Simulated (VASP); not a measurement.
# The Sommerfeld expansion tested on HfN

How do entropy and free energy of the electrons in HfN grow with the Fermi-Dirac width, and how far does the Sommerfeld expansion hold?

Calculated with VASP 6.6.1; PBEsol; plane waves and PAW (Hf_sv_GW, N), in the first sound run; inputs show where later runs differ.

## Step 1: The starting structure

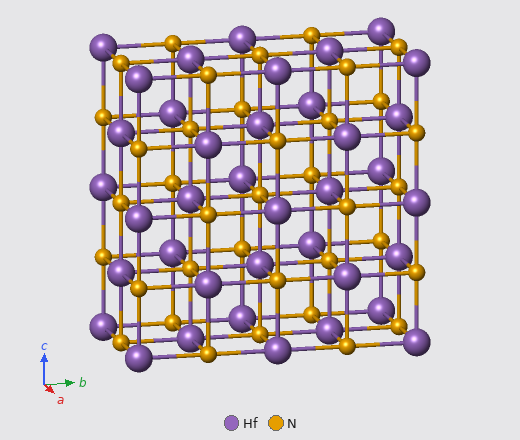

The cell as given, slightly off an axis (hafnium purple, nitrogen orange). 1×2×2 cells are drawn. This picture shows the conventional cell, with its axes. Some periodic images of atoms are drawn too.

Structure file:

```cif
data_structure
_symmetry_space_group_name_H-M 'P 1'
_symmetry_Int_Tables_number 1
_cell_length_a 3.1947
_cell_length_b 3.1947
_cell_length_c 3.1947
_cell_angle_alpha 60.000
_cell_angle_beta 60.000
_cell_angle_gamma 60.000
_cell_volume 23.06
loop_
_atom_site_label
_atom_site_type_symbol
_atom_site_fract_x
_atom_site_fract_y
_atom_site_fract_z
_atom_site_occupancy
Hf1 Hf 0.00000 0.00000 0.00000 1
N2 N 0.50000 0.50000 0.50000 1
```

## Step 2: Relax the crystal, PBEsol

The cell is relaxed and then held.

This step took 2 runs in a row; the last is shown.

Level: PBEsol; plane waves and PAW (Hf_sv_GW, N).

File INCAR:

```
SYSTEM = HfN
PREC = Accurate
ENCUT = 520
EDIFF = 1E-07
NELM = 120
ISMEAR = 1
SIGMA = 0.15
LREAL = .FALSE.
ALGO = Normal
GGA = PS
NBANDS = 14
LASPH = .TRUE.
LORBIT = 11
LWAVE = .FALSE.
LCHARG = .FALSE.
KPAR = 8
IBRION = 2
NSW = 40
ISIF = 3
EDIFFG = -0.005
POTIM = 0.4
```

File POSCAR:

```
HfN
1.0
    0.0000000000      2.2507576219      2.2507576219
    2.2507576219      0.0000000000      2.2507576219
    2.2507576219      2.2507576219      0.0000000000
Hf N
1 1
Direct
    0.0000000000      0.0000000000      0.0000000000
    0.5000000000      0.5000000000      0.5000000000
```

File KPOINTS:

```
Automatic mesh
0
Gamma
17 17 17
0 0 0
```

Potentials, in the order of the species: Hf_sv_GW and N (PBE family, release 64).

Run with:

```
$ mpirun -np 8 vasp_std
```

Log:

```text
[banner, memory and clock lines left out]
running    8 mpi-ranks, on    1 nodes
[...]
|                                                                             |
|           W    W    AA    RRRRR   N    N  II  N    N   GGGG   !!!           |
|           W    W   A  A   R    R  NN   N  II  NN   N  G    G  !!!           |
|           W    W  A    A  R    R  N N  N  II  N N  N  G       !!!           |
|           W WW W  AAAAAA  RRRRR   N  N N  II  N  N N  G  GGG   !            |
|           WW  WW  A    A  R   R   N   NN  II  N   NN  G    G                |
|           W    W  A    A  R    R  N    N  II  N    N   GGGG   !!!           |
|                                                                             |
|     For optimal performance we recommend to set                             |
|       NCORE = 2 up to number-of-cores-per-socket                            |
|     NCORE specifies how many cores store one orbital (NPAR=cpu/NCORE).      |
|     This setting can greatly improve the performance of VASP for DFT.       |
[...]
|     You enforced a specific xc type in the INCAR file but a different       |
|     [... a line on the potential file left out ...]
|     I HOPE YOU KNOW WHAT YOU ARE DOING!                                     |
|                                                                             |

 LDA part: xc-table for (Slater+PW92), standard interpolation
 POSCAR, INCAR and KPOINTS ok, starting setup
[...]
entering main loop
       N       E                     dE             d eps       ncg     rms          rms(c)
DAV:   1     0.872596558620E+02    0.87260E+02   -0.95052E+03  4636   0.118E+03
DAV:   2    -0.257057395938E+02   -0.11297E+03   -0.10579E+03  6230   0.291E+02
DAV:   3    -0.295016287198E+02   -0.37959E+01   -0.37650E+01  5550   0.551E+01
DAV:   4    -0.295136123680E+02   -0.11984E-01   -0.11961E-01  5214   0.351E+00
[...]
DAV:  13    -0.257504604334E+02    0.58300E-06   -0.67849E-06  5694   0.202E-02    0.244E-02
DAV:  14    -0.257504595724E+02    0.86105E-06   -0.16446E-06  5412   0.112E-02    0.154E-02
DAV:  15    -0.257504595812E+02   -0.88862E-08   -0.69157E-08  2436   0.234E-03
   1 F= -.25750460E+02 E0= -.25750337E+02  d E =-.257505E+02
[...]
reached required accuracy - stopping structural energy minimisation
```

Wall time 5.6 s (8 MPI ranks of Intel Xeon 6975P-C (Granite Rapids), shared host); peak memory 1.5 GiB.

Lines that name or quote the potential files are left out of all logs, and their timing lines are given in words.

Parts of OUTCAR (step 2):

```text
  Total       -0.0046842     -0.0046842     -0.0046842     -0.0000000      0.0000000      0.0000000
  in kB       -0.3291030     -0.3291030     -0.3291030     -0.0000000      0.0000000      0.0000000
  external PRESSURE =      -0.3291030 kB  Pullay stress =       0.0000000 kB

 POSITION                                       TOTAL-FORCE (eV/Angst)
 -----------------------------------------------------------------------------------
      0.00000      0.00000      0.00000        -0.000000      0.000000      0.000000
      2.25076      2.25076      2.25076         0.000000     -0.000000     -0.000000
 -----------------------------------------------------------------------------------
    total drift:                                0.000000     -0.000000     -0.000000

  FREE ENERGIE OF THE ION-ELECTRON SYSTEM (eV)
  ---------------------------------------------------
  free  energy   TOTEN  =       -25.7504595812 eV

  energy  without entropy=      -25.7500932408  energy(sigma->0) =      -25.75033747

 reached required accuracy - stopping structural energy minimisation

[... 3 further parts left out ...]
[key lines of the parts left out:]
E-fermi :  12.1443
```

This run gave:

| Quantity | Value |
| --- | --- |
| energy(sigma→0) of the program | -25.7503 eV |
| stress, compression positive | xx, yy, zz -0.03, -0.03, -0.03 GPa |
| volume | 22.804 Å³ |
| ionic steps | 1 |

## Step 3: Tetrahedra, PBEsol

Tetrahedra give the density of states at the Fermi level without smearing.

Level: PBEsol; plane waves and PAW (Hf_sv_GW, N).

File INCAR:

```
SYSTEM = HfN
PREC = Accurate
ENCUT = 520
EDIFF = 1E-08
NELM = 100
ISMEAR = -5
SIGMA = 0.15
LREAL = .FALSE.
ALGO = Normal
GGA = PS
NBANDS = 24
LASPH = .TRUE.
LORBIT = 11
LWAVE = .FALSE.
LCHARG = .FALSE.
KPAR = 2
ISIF = 2
NEDOS = 3001
```

POSCAR is that of step 2.

File KPOINTS:

```
Automatic mesh
0
Gamma
30 30 30
0 0 0
```

Run with:

```
$ mpirun -np 2 vasp_std
```

Log:

```text
[banner, memory and clock lines left out]
running    2 mpi-ranks, on    1 nodes
[...]
[... a notice as in an earlier step ...]

 LDA part: xc-table for (Slater+PW92), standard interpolation
 POSCAR, INCAR and KPOINTS ok, starting setup
[...]
entering main loop
       N       E                     dE             d eps       ncg     rms          rms(c)
DAV:   1     0.669889015723E+02    0.66989E+02   -0.85109E+03 36224   0.687E+02
DAV:   2    -0.273462069913E+02   -0.94335E+02   -0.90128E+02 46736   0.206E+02
DAV:   3    -0.295116380920E+02   -0.21654E+01   -0.21533E+01 43248   0.271E+01
DAV:   4    -0.295158067199E+02   -0.41686E-02   -0.41685E-02 40896   0.141E+00
[...]
DAV:  15    -0.257519692079E+02   -0.58609E-07   -0.88142E-08 39584   0.216E-03    0.459E-04
DAV:  16    -0.257519692238E+02   -0.15879E-07   -0.26518E-09 24240   0.281E-04    0.466E-04
DAV:  17    -0.257519692170E+02    0.68155E-08   -0.24460E-10 19904   0.113E-04
   1 F= -.25751969E+02 E0= -.25751969E+02  d E =0.000000E+00
|                                                                             |
|           W    W    AA    RRRRR   N    N  II  N    N   GGGG   !!!           |
|           W    W   A  A   R    R  NN   N  II  NN   N  G    G  !!!           |
|           W    W  A    A  R    R  N N  N  II  N N  N  G       !!!           |
|           W WW W  AAAAAA  RRRRR   N  N N  II  N  N N  G  GGG   !            |
|           WW  WW  A    A  R   R   N   NN  II  N   NN  G    G                |
|           W    W  A    A  R    R  N    N  II  N    N   GGGG   !!!           |
|                                                                             |
|     Tetrahedron method does not include variations of the Fermi             |
|     occupations, so forces and stress will be inaccurate. We suggest        |
|     using a different smearing scheme ISMEAR = 1 or 2 for metals in         |
|     relaxations.                                                            |
|                                                                             |
```

Elapsed: 70 s, on 2 MPI ranks; peak memory 0.93 GiB; 2.3 min of CPU time.

OUTCAR, selected parts (step 3):

```text
  Total       -0.0055424     -0.0055424     -0.0055424     -0.0000000      0.0000000      0.0000000
  in kB       -0.3893985     -0.3893985     -0.3893985     -0.0000000      0.0000000      0.0000000
  external PRESSURE =      -0.3893985 kB  Pullay stress =       0.0000000 kB

 POSITION                                       TOTAL-FORCE (eV/Angst)
 -----------------------------------------------------------------------------------
      0.00000      0.00000      0.00000         0.000000      0.000000      0.000000
      2.25076      2.25076      2.25076         0.000000      0.000000      0.000000
 -----------------------------------------------------------------------------------
    total drift:                                0.000000     -0.000000     -0.000000

  FREE ENERGIE OF THE ION-ELECTRON SYSTEM (eV)
  ---------------------------------------------------
  free  energy   TOTEN  =       -25.7519692170 eV

  energy  without entropy=      -25.7519692170  energy(sigma->0) =      -25.75196922

[... 1 part as in an earlier step ...]

[... 2 further parts left out ...]
[key lines of the parts left out:]
E-fermi :  12.1361
```

This run gave:

```
energy(sigma→0) of the program : -25.7520 eV
```

The run ends at a pressure of -0.04 GPa.

## Step 4: Electron temperature, PBEsol

One member in full: SIGMA = 0.2 eV.

Level: PBEsol; plane waves and PAW (Hf_sv_GW, N).

INCAR: that of step 3 with these lines changed.

```diff
@@ -5,4 +5,4 @@
 NELM = 100
-ISMEAR = -5
-SIGMA = 0.15
+ISMEAR = -1
+SIGMA = 0.2
 LREAL = .FALSE.
@@ -17,2 +17 @@
 ISIF = 2
-NEDOS = 3001
```

POSCAR is that of step 3.

KPOINTS is that of step 3.

Run with:

```
$ mpirun -np 2 vasp_std
```

Log:

```text
[... set-up lines as in an earlier step ...]
 entering main loop
       N       E                     dE             d eps       ncg     rms          rms(c)
DAV:   1     0.669584118553E+02    0.66958E+02   -0.85109E+03 36224   0.687E+02
DAV:   2    -0.273846765573E+02   -0.94343E+02   -0.89976E+02 46736   0.206E+02
DAV:   3    -0.295508275095E+02   -0.21662E+01   -0.21538E+01 43248   0.272E+01
DAV:   4    -0.295549967279E+02   -0.41692E-02   -0.41692E-02 40896   0.141E+00
[...]
DAV:  15    -0.257908402751E+02   -0.11488E-06   -0.97727E-08 39544   0.227E-03    0.662E-04
DAV:  16    -0.257908402870E+02   -0.11879E-07   -0.28285E-09 24728   0.293E-04    0.517E-04
DAV:  17    -0.257908402793E+02    0.76850E-08   -0.26376E-10 20024   0.116E-04
   1 F= -.25790840E+02 E0= -.25752409E+02  d E =-.768630E-01
```

Wall time 69 s (2 MPI ranks); peak memory 0.9 GiB.

Parts of OUTCAR (step 4):

```text
  LATTYP: Found a face centered cubic cell.
 ALAT       =     4.5015152438

 Subroutine GETGRP returns: Found 48 space group operations
 (whereof 48 operations were pure point group operations)

The static configuration has the point symmetry O_h .

 Found    752 irreducible k-points:

   dimension x,y,z NGX =    24 NGY =   24 NGZ =   24
   dimension x,y,z NGXF=    48 NGYF=   48 NGZF=   48

   ENCUT  =  520.0 eV  38.22 Ry    6.18 a.u.   5.92  5.92  5.92*2*pi/ulx,y,z

   NELECT =      17.0000    total number of electrons

 E-fermi :  12.1152

 k-point     1 :       0.0000    0.0000    0.0000
  band No.  band energies     occupation
    ...
      7       9.1692      2.00000
      8       9.1692      2.00000
      9      11.7305      1.74499
     10      11.7305      1.74499
     11      11.7305      1.74499
     12      14.0071      0.00016
     13      14.0823      0.00011
     14      14.0823      0.00011
     15      21.6799      0.00000
     16      36.9120      0.00000
    ...

 k-point     2 :       0.0333    0.0000    0.0000
  band No.  band energies     occupation
    ...
      7       9.0936      2.00000
      8       9.0936      2.00000
      9      11.7722      1.69496
     10      11.7722      1.69496
     11      11.7726      1.69447
     12      14.0928      0.00010
     13      14.1751      0.00007
     14      14.1751      0.00007
     15      21.7678      0.00000
     16      36.1863      0.00000
    ...

  Total        0.0392571      0.0392571      0.0392571      0.0000000      0.0000000      0.0000000
  in kB        2.7581163      2.7581163      2.7581163      0.0000000      0.0000000      0.0000000
  external PRESSURE =       2.7581163 kB  Pullay stress =       0.0000000 kB

 POSITION                                       TOTAL-FORCE (eV/Angst)
 -----------------------------------------------------------------------------------
      0.00000      0.00000      0.00000         0.000000      0.000000      0.000000
      2.25076      2.25076      2.25076        -0.000000     -0.000000     -0.000000
 -----------------------------------------------------------------------------------
    total drift:                                0.000000     -0.000000     -0.000000

  FREE ENERGIE OF THE ION-ELECTRON SYSTEM (eV)
  ---------------------------------------------------
  free  energy   TOTEN  =       -25.7908402793 eV

  energy  without entropy=      -25.7139772774  energy(sigma->0) =      -25.75240878

 total charge
# of ion       s       p       d       f       tot
--------------------------------------------------
    1        3.692   6.009   1.508   0.085  11.295
    2        1.228   2.503   0.000   0.000   3.731
--------------------------------------------------
tot          4.920   8.512   1.508   0.085  15.026

[... 2 parts as in an earlier step ...]

[... 7 further parts left out ...]
```

Numbers from this step:

```
energy(sigma→0) of the program : -25.7524 eV
stress, compression positive   : xx, yy, zz 0.28, 0.28, 0.28 GPa
```

The run ends at a pressure of 0.28 GPa.

## Step 5: The table

The other members went through these steps as far as the tables show, on the same mesh; 7 runs are not shown. The session took 0.35 core hours (wall time by ranks) on a shared machine.

```
width kT (eV)  temperature (K)  free energy less that of the narrowest width (meV/atom)  TS (meV/atom)  pressure (GPa)  shift of the Fermi level (eV)
        0.025              290                                                    0.000          0.682          -0.036                          0.000
        0.050              580                                                        ?              ?          -0.019                         -0.001
        0.075              870                                                   -2.573          5.629           0.007                         -0.004
        0.100             1160                                                   -4.744          9.865           0.041                         -0.006
        0.150             1741                                                  -10.857         21.867           0.141                         -0.012
        0.200             2321                                                  -19.309         38.431           0.276                         -0.019
        0.300             3481                                                  -43.055         84.654           0.644                         -0.040
```

## Step 6: The Sommerfeld expansion

At low temperature TS = (π²/3) g (kT)², so TS, twice the difference of energy(sigma→0) and the free energy, over (π²/3)(kT)² is an effective density of states: 0.331, 0.304, 0.300, 0.295, 0.292, 0.286 states/eV/atom in the rows shown.

Fitting a parabola to the 6 known rows (σ: width in eV) gives g = 0.8390 σ² − 0.4142 σ + 0.3366 in states/eV/atom; the residuals are 0.0041 states/eV/atom r.m.s.

At σ = 0.05 this predicts 0.318 states/eV/atom.

## Step 7: The withheld row

The calculation gives 0.314 states/eV/atom, so the prediction is 0.004 states/eV/atom too high.

The parabola in σ is an empirical guide, not the expansion itself. Tetrahedra give g = 0.302 states/eV/atom at the Fermi level, the limit that the series should reach at zero width.

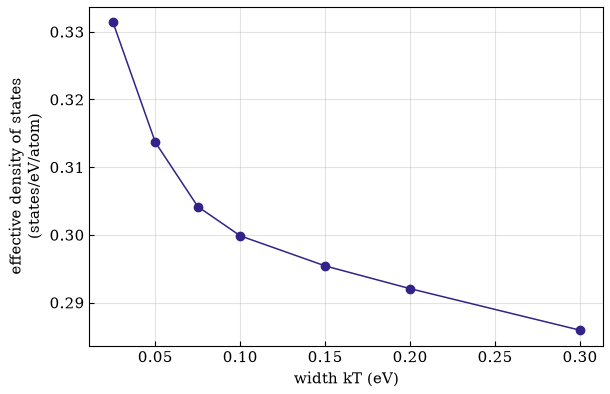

TS over (π²/3)(kT)² against the width.

## Step 8: Outcome

| Quantity | Value |
| --- | --- |
| density of states at the Fermi level, tetrahedra | 0.30 states/eV/atom |
| Sommerfeld coefficient from it | 0.71 mJ per mole of atoms and K² |
| pressure at the widest setting | 0.64 GPa |
| error of the predicted g | 0.004 states/eV/atom |

In words: Against the tetrahedron value, the effective density of states stands at +10 % at 0.025 eV, +4 % at 0.05 eV, -1 % at 0.1 eV, -5 % at 0.3 eV. The leading term holds within a tenth at the widest setting. The narrow rows do not close in on the tetrahedron value; no test of the mesh was run. Spin-orbit coupling is left out. The bare coefficient lacks the electron-phonon enhancement of measured heat capacities.

[Lines on the potential files, build, host, timing and source positions are cut from VASP's logs without a mark.]

[Logs are printed without paths, hosts, clocks, repeated set-up lines and the standing remarks that a program may print on its own settings, such as how far it seeks lower states.]

[Hosts, paths, dates, database ids (printed as entryN), source tags and the programs' standing remarks are cut or masked in the printed files.]
